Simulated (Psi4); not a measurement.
**[PF4]+ (SMILES F[P+](F)(F)F), step by step**

Aim: a structure relaxation (singlet [PF4]+, CAM-B3LYP/def2-SVP), then a single-point energy (doublet [PF4]2+, UCAM-B3LYP/def2-SVP), then a geometry optimisation (doublet [PF4]2+, UCAM-B3LYP/def2-SVP), then a single-point energy (singlet [PF4]+, CAM-B3LYP/def2-SVP) of F4P. 

Program for the calculation: Psi4 1.11.

## 1. Starting point

[PF4]+ has 5 atoms, charge +1, and is taken as a singlet. SMILES: `F[P+](F)(F)F`. The shape is that of a GFN2-xTB optimisation. The run starts from this shape.

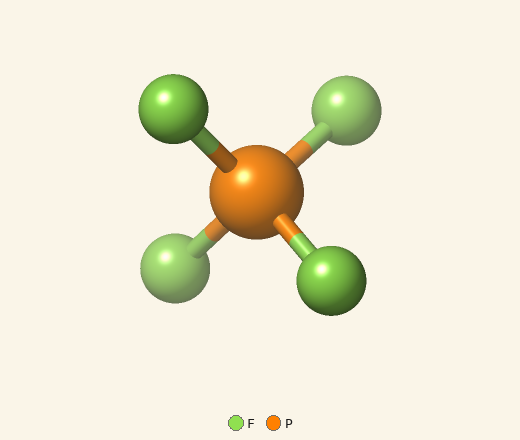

The structure, seen from a chosen angle (fluorine green, phosphorus orange).

## 2. A geometry optimisation at CAM-B3LYP/def2-SVP (density fitting) (run 1)

Input file f4p.xyz:

```xyz
5
F4P
F      0.130310    -0.766260     1.287560
P      0.000010    -0.000010    -0.000010
F     -0.966190     1.137020     0.188590
F     -0.508490    -0.915820    -1.079160
F      1.344360     0.545070    -0.396980
```

Input file run.py:

```python
import psi4

psi4.set_memory('1600 MB')
psi4.set_num_threads(1)
psi4.core.set_output_file('run.log', False)

with open('f4p.xyz') as f:
    atoms = ''.join(f.readlines()[2:])
geom = psi4.geometry('1 1\n' + atoms + 'symmetry c1')

psi4.set_options({
    'basis': 'def2-SVP',
})

e_tot, wfn = psi4.optimize("CAM-B3LYP", molecule=geom, return_wfn=True)
print(f'total energy {e_tot:.8f} hartree = {e_tot * 27.211386:.5f} eV')
print(geom.to_string(dtype='xyz', units='Angstrom'))
for k, v in sorted(psi4.core.scalar_variables().items()):
    print(f'{k:45s} {v:18.10f}')
```

Launch:

```sh
$ python run.py
```

run.log:

```text
[...]
  Running in c1 symmetry.
[...]
  Nuclear repulsion =  294.716807322859552
[...]
  Multiplicity = 1
[...]
  Nalpha       = 25
  Nbeta        = 25
[...]
    Number of basis functions: 74
[...]
   @DF-RKS iter   1:  -739.83431648620672    6.38642e-01   8.11387e-03 DIIS/ADIIS
[...]
   @DF-RKS iter   8:  -739.97267290566833   -2.27374e-13   1.07424e-09 DIIS
[...]
  @DF-RKS Final Energy:  -739.97267290566833
   => Energetics <=
    Nuclear Repulsion Energy =            294.0358578768762641
    One-Electron Energy =               -1596.3105201105320248
    Two-Electron Energy =                 611.1347353444665487
    DFT Exchange-Correlation Energy =     -48.8327460164790068
    Empirical Dispersion Energy =           0.0000000000000000
    VV10 Nonlocal Energy =                  0.0000000000000000
    Total Energy =                       -739.9726729056683325
[...]
 Multipole Moments:
 ------------------------------------------------------------------------------------
     Multipole            Electronic (a.u.)      Nuclear  (a.u.)        Total (a.u.)
 ------------------------------------------------------------------------------------
 L = 1.  Multiply by 2.5417464519 to convert [e a0] to [Debye]
 Dipole X            :          0.0000003            0.0000026            0.0000029
 Dipole Y            :         -0.0006166           -0.0000758           -0.0006924
 Dipole Z            :         -0.0010167           -0.0001526           -0.0011694
 Magnitude           :                                                    0.0013590
[...]
  -Total Gradient:
     Atom            X                  Y                   Z
    ------   -----------------  -----------------  -----------------
       1       -0.000139068495    -0.000040319675    -0.000393785415
       2       -0.000018042215    -0.000116964122     0.000020516589
       3       -0.000370495744     0.000089435323    -0.000128831084
       4        0.000047236329     0.000090117482     0.000128070632
       5       -0.000021208273     0.000183516263     0.000282410578
[...]
    Final optimized geometry and variables:
    Molecular point group: c1
    Full point group: C1
    Geometry (in Angstrom), charge = 1, multiplicity = 1:
    F            0.129798541322    -0.767531580449     1.290584186542
    P            0.000004212801    -0.000122623305    -0.000246990677
    F           -0.967989431892     1.139709042676     0.190032758994
    F           -0.509161230972    -0.918501020867    -1.081890654178
    F            1.347345253265     0.546523475709    -0.398323613808
[...]
```

It took 59 s on 1 thread of Intel Xeon 6975P-C (Granite Rapids), shared host; peak memory 0.49 GiB.

Steps, from the record of the run:

```tsv
step	energy from the first frame kept (eV)	largest force (eV/Å)
0	0.0000	0.2089
1	-0.0013	0.0575
2	-0.0010	0.0238
3	-0.0022	0.0292
4	-0.0019	0.0825
5	-0.0022	0.0249
6	-0.0010	0.0218
7	-0.0041	0.0382
8	-0.0017	0.0250
9	-0.0026	0.0280
10	0.0348	1.6136
11	0.0146	0.9219
12	-0.0042	0.0628
13	-0.0010	0.1549
14	-0.0035	0.0395
15	-0.0023	0.0274
16	-0.0026	0.0215
17	-0.0018	0.0453
18	-0.0024	0.0266
19	-0.0016	0.0893
20	-0.0024	0.0216
```

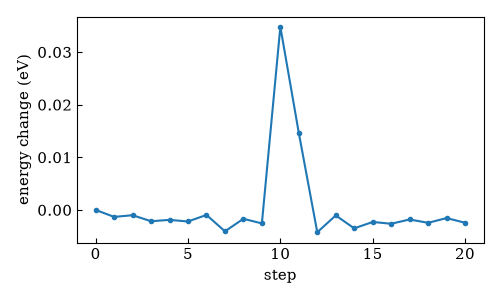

Energy along the run.

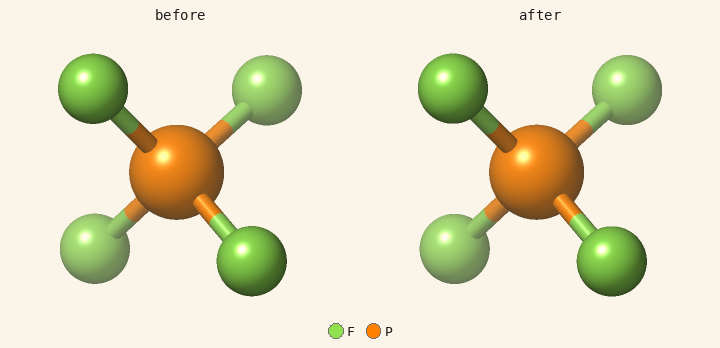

Before and after, at one scale.

After the run. Bond lengths: F1–P2 1.507 Å, P2–F3 1.507 Å, P2–F4 1.508 Å, P2–F5 1.508 Å. Angles: F1–P2–F3 109.4°, F1–P2–F4 109.5°, F1–P2–F5 109.5°, F3–P2–F4 109.5°, F3–P2–F5 109.5°, F4–P2–F5 109.5°.

## 3. Doublet [PF4]2+: the energy at UCAM-B3LYP/def2-SVP (density fitting) (run 2)

Input file job.dat:

```
memory 1.6 GB

molecule molecule1 {
  2 2
  F
  P 1 1.507318
  F 2 1.507459 1 109.39987
  F 2 1.507521 1 109.47381 3 -120.03109
  F 2 1.507519 1 109.49893 3 119.95265
  symmetry c1
}

set reference uks

energy_value, wavefunction = energy("cam-b3lyp/def2-SVP", return_wfn=True)
```

Launch:

```sh
$ psi4 job.dat job.out -n 1
```

job.out:

```text
[...]
  Running in c1 symmetry.
[...]
  Nuclear repulsion =  294.035945190044345
[...]
  Multiplicity = 2
[...]
  Nalpha       = 25
  Nbeta        = 24
[...]
    Number of basis functions: 74
[...]
   @DF-UKS iter   1:  -738.95394844085479    1.49798e+00   7.15560e-03 DIIS/ADIIS
[...]
   @DF-UKS iter  17:  -739.08237667776905   -1.73984e-07   9.59756e-07 DIIS
[...]
   @S^2 Observed:                7.583877701E-01
[...]
    Orbital Energies [Eh]
    ---------------------
    Alpha Occupied:
       1A    -78.044970     2A    -25.480786     3A    -25.480706
       4A    -25.480295     5A    -25.480230     6A     -7.512246
       7A     -5.680569     8A     -5.680516     9A     -5.680514
      10A     -2.032739    11A     -1.965897    12A     -1.965807
      13A     -1.965376    14A     -1.380781    15A     -1.290276
      16A     -1.290238    17A     -1.284845    18A     -1.229276
      19A     -1.204982    20A     -1.204107    21A     -1.204083
      22A     -1.190547    23A     -1.174324    24A     -1.152479
      25A     -1.152465
    Alpha Virtual:
[...]
  @DF-UKS Final Energy:  -739.08237667776905
   => Energetics <=
    Nuclear Repulsion Energy =            294.0359451900443446
    One-Electron Energy =               -1579.9524111287867072
    Two-Electron Energy =                 595.3042741869911652
    DFT Exchange-Correlation Energy =     -48.4701849260177724
    Empirical Dispersion Energy =           0.0000000000000000
    VV10 Nonlocal Energy =                  0.0000000000000000
    Total Energy =                       -739.0823766777690480
[...]
 Multipole Moments:
 ------------------------------------------------------------------------------------
     Multipole            Electronic (a.u.)      Nuclear  (a.u.)        Total (a.u.)
 ------------------------------------------------------------------------------------
 L = 1.  Multiply by 2.5417464519 to convert [e a0] to [Debye]
 Dipole X            :         -0.0000540           -0.0000856           -0.0001396
 Dipole Y            :         -0.0015542            0.0001152           -0.0014390
 Dipole Z            :         -0.0010918            0.0000919           -0.0009999
 Magnitude           :                                                    0.0017579
[...]
```

Wall time 6.9 s (1 thread of Intel Xeon 6975P-C (Granite Rapids), shared host); peak memory 0.46 GiB.

## 4. Doublet [PF4]2+: a structure relaxation at UCAM-B3LYP/def2-SVP (density fitting) (run 3)

Input file job.py:

```python
import psi4

psi4.set_memory('1600 MB')
psi4.set_num_threads(1)
psi4.core.set_output_file('f4p.out', False)

geom = psi4.geometry("""
2 2
F      0.24528645    -1.45042716     2.43884841
P      0.00000945    -0.00023433    -0.00046865
F     -1.82923221     2.15373598     0.35910843
F     -0.96217295    -1.73571722    -2.04447958
F      2.54611494     1.03277690    -0.75272516
units au
symmetry c1
""")

options = {'basis': 'def2-SVP', 'reference': 'uks'}
psi4.set_options(options)

result = psi4.optimize('cam-b3lyp', molecule=geom)
print(f'cam-b3lyp energy: {result:.10f} Eh')
print(geom.to_string(dtype='xyz', units='Angstrom'))
```

Launch:

```sh
$ python job.py
```

f4p.out:

```text
[...]
  Running in c1 symmetry.
[...]
  Nuclear repulsion =  294.035873925733767
[...]
  Multiplicity = 2
[...]
  Nalpha       = 25
  Nbeta        = 24
[...]
    Number of basis functions: 74
[...]
   @DF-UKS iter   1:  -738.95395359153076    1.49797e+00   7.15545e-03 ADIIS/DIIS
[...]
   @DF-UKS iter  19:  -739.10767446273655   -3.86535e-12   2.55622e-09 DIIS
[...]
   @S^2 Observed:                7.525579326E-01
[...]
  @DF-UKS Final Energy:  -739.10767446273655
   => Energetics <=
    Nuclear Repulsion Energy =            283.2185148086170443
    One-Electron Energy =               -1559.4218257621537305
    Two-Electron Energy =                 585.5403914110736423
    DFT Exchange-Correlation Energy =     -48.4447549202735601
    Empirical Dispersion Energy =           0.0000000000000000
    VV10 Nonlocal Energy =                  0.0000000000000000
    Total Energy =                       -739.1076744627365542
[...]
 Multipole Moments:
 ------------------------------------------------------------------------------------
     Multipole            Electronic (a.u.)      Nuclear  (a.u.)        Total (a.u.)
 ------------------------------------------------------------------------------------
 L = 1.  Multiply by 2.5417464519 to convert [e a0] to [Debye]
 Dipole X            :         -0.2885761            0.0889630           -0.1996131
 Dipole Y            :          0.3448599           -0.1022956            0.2425643
 Dipole Z            :          0.0561804           -0.0250469            0.0311336
 Magnitude           :                                                    0.3156773
[...]
  -Total Gradient:
     Atom            X                  Y                   Z
    ------   -----------------  -----------------  -----------------
       1        0.000225820565     0.000242866812     0.000154672201
       2        0.000016735220    -0.000009269104     0.000144059953
       3       -0.000019305719     0.000058688854    -0.000043804309
       4        0.000072254804    -0.000027672811    -0.000046513205
       5        0.000162162863    -0.000316888770     0.000184747324
[...]
    Final optimized geometry and variables:
    Molecular point group: c1
    Full point group: C1
    Geometry (in Bohr), charge = 2, multiplicity = 2:
    F            0.115432390763    -1.327130730100     2.531693877126
    P            0.272070591386    -0.312845061667    -0.076599492914
    F           -2.024135631388     2.363644883924     0.494778669615
    F           -1.078684524454    -1.683991000764    -2.108915321197
    F            2.543821552056     1.157519106779    -0.792674389741
[...]
```

Wall time 6.3 min (1 thread of Intel Xeon 6975P-C (Granite Rapids), shared host); peak memory 0.5 GiB.

Step by step:

```tsv
step	energy from the first frame kept (eV)	largest force (eV/Å)
0	0.0000	0.9732
2	-0.0456	0.1266
4	-0.0793	2.6393
6	-0.2556	5.3828
8	0.0393	3.9630
10	-0.3571	3.1558
12	-0.6302	1.4660
14	-0.6843	0.4209
16	-0.6874	0.0302
18	-0.6887	0.0401
20	-0.6720	0.3604
22	-0.6889	0.0304
24	-0.6769	0.4580
26	-0.6890	0.0329
28	-0.6888	0.0674
30	-0.6880	0.0335
32	-0.6877	0.0382
34	-0.6883	0.0340
36	-0.6881	0.0295
38	-0.6885	0.0312
40	-0.6884	0.0460
42	-0.6881	0.0467
44	-0.6884	0.0206
```

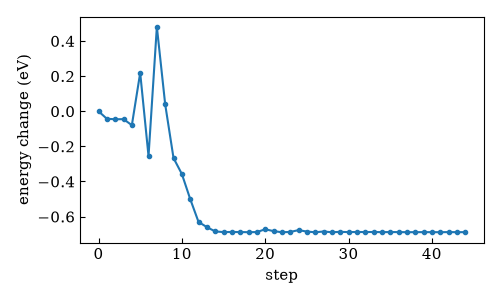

Energy along the run.

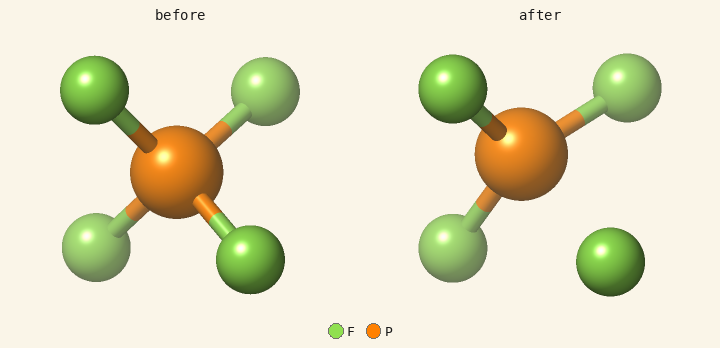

Before and after, at one scale.

After the run. Bond lengths: F1–P2 1.483 Å, P2–F3 1.890 Å, P2–F4 1.481 Å, P2–F5 1.481 Å. Angles: F1–P2–F3 95.0°, F1–P2–F4 118.1°, F1–P2–F5 118.3°, F3–P2–F4 100.0°, F3–P2–F5 99.7°, F4–P2–F5 117.6°.

## 5. A single-point energy at CAM-B3LYP/def2-SVP (density fitting) (run 4)

Input file input.in:

```
memory 1.6 GB

molecule {
  1 1
  F
  P 1 r2
  F 2 r3 1 a3
  F 2 r4 1 a4 3 d4
  F 2 r5 4 a5 1 d5

  r2 = 1.483256
  r3 = 1.890477
  a3 = 94.95404
  r4 = 1.481213
  a4 = 118.12606
  d4 = -104.07425
  r5 = 1.481278
  a5 = 117.59456
  d5 = 152.2728
}

set basis def2-SVP

E, wfn = energy('cam-b3lyp', return_wfn=True)
```

Launch:

```sh
$ psi4 -i input.in -o input.out -n 1
```

input.out:

```text
[...]
  Running in c1 symmetry.
[...]
  Nuclear repulsion =  283.218510898026580
[...]
  Multiplicity = 1
[...]
  Nalpha       = 25
  Nbeta        = 25
[...]
    Number of basis functions: 74
[...]
   @DF-RKS iter   1:  -739.68150665971689    4.86509e-01   9.08845e-03 ADIIS/DIIS
[...]
   @DF-RKS iter   9:  -739.87864246569779   -1.94191e-08   3.67980e-07 DIIS
[...]
    Orbital Energies [Eh]
    ---------------------
    Doubly Occupied:
       1A    -77.743687     2A    -25.168450     3A    -25.168318
       4A    -25.162609     5A    -25.001921     6A     -7.210467
       7A     -5.379285     8A     -5.379203     9A     -5.377351
      10A     -1.722209    11A     -1.675284    12A     -1.671726
      13A     -1.438440    14A     -1.084641    15A     -0.993869
      16A     -0.992337    17A     -0.956985    18A     -0.914608
      19A     -0.912571    20A     -0.893274    21A     -0.890628
      22A     -0.863455    23A     -0.762354    24A     -0.702414
      25A     -0.701464
[...]
  @DF-RKS Final Energy:  -739.87864246569779
   => Energetics <=
    Nuclear Repulsion Energy =            283.2185108980265795
    One-Electron Energy =               -1575.0200231006851936
    Two-Electron Energy =                 600.6762507874310586
    DFT Exchange-Correlation Energy =     -48.7533810504702885
    Empirical Dispersion Energy =           0.0000000000000000
    VV10 Nonlocal Energy =                  0.0000000000000000
    Total Energy =                       -739.8786424656977943
[...]
 Multipole Moments:
 ------------------------------------------------------------------------------------
     Multipole            Electronic (a.u.)      Nuclear  (a.u.)        Total (a.u.)
 ------------------------------------------------------------------------------------
 L = 1.  Multiply by 2.5417464519 to convert [e a0] to [Debye]
 Dipole X            :          0.0004105            0.0000270            0.0004375
 Dipole Y            :          1.2673257            0.1375857            1.4049114
 Dipole Z            :         -0.0938942           -0.0087379           -0.1026321
 Magnitude           :                                                    1.4086552
[...]
```

Run time: 3.3 s. Hardware: 1 thread of Intel Xeon 6975P-C (Granite Rapids), shared host; peak memory 0.44 GiB.

## 6. Results

```
                                                                 quantity          value
                       run 1, CAM-B3LYP/def2-SVP: total energy at the end  -739.97267 Eh
                                   run 1, CAM-B3LYP/def2-SVP: HOMO energy      -22.51 eV
                                   run 1, CAM-B3LYP/def2-SVP: LUMO energy       -6.38 eV
                                 run 1, CAM-B3LYP/def2-SVP: HOMO–LUMO gap       16.13 eV
                                     doublet [PF4]2+, run 2: total energy  -739.08238 Eh
               doublet [PF4]2+, run 2: HOMO energy (highest over α and β)      -30.39 eV
                doublet [PF4]2+, run 2: LUMO energy (lowest over α and β)      -25.94 eV
                                             doublet [PF4]2+, run 2: ⟨S²⟩          0.758
                          doublet [PF4]2+, run 3: total energy at the end  -739.10767 Eh
               doublet [PF4]2+, run 3: HOMO energy (highest over α and β)      -30.18 eV
                doublet [PF4]2+, run 3: LUMO energy (lowest over α and β)      -22.90 eV
                                             doublet [PF4]2+, run 3: ⟨S²⟩          0.753
                                  run 4, CAM-B3LYP/def2-SVP: total energy  -739.87864 Eh
                                   run 4, CAM-B3LYP/def2-SVP: HOMO energy      -19.09 eV
                                   run 4, CAM-B3LYP/def2-SVP: LUMO energy       -9.11 eV
                                 run 4, CAM-B3LYP/def2-SVP: HOMO–LUMO gap        9.97 eV
adiabatic ionisation energy (to the doublet dication, no zero-point term)      23.538 eV
```

In words: The adiabatic ionisation energy (to the doublet dication, no zero-point term) is 23.54 eV (2271 kJ/mol). The optimisation (run 1, CAM-B3LYP/def2-SVP) took 21 steps and changed the energy by -0.002 eV. The optimisation (doublet [PF4]2+, run 3) took 45 steps and changed the energy by -0.688 eV.
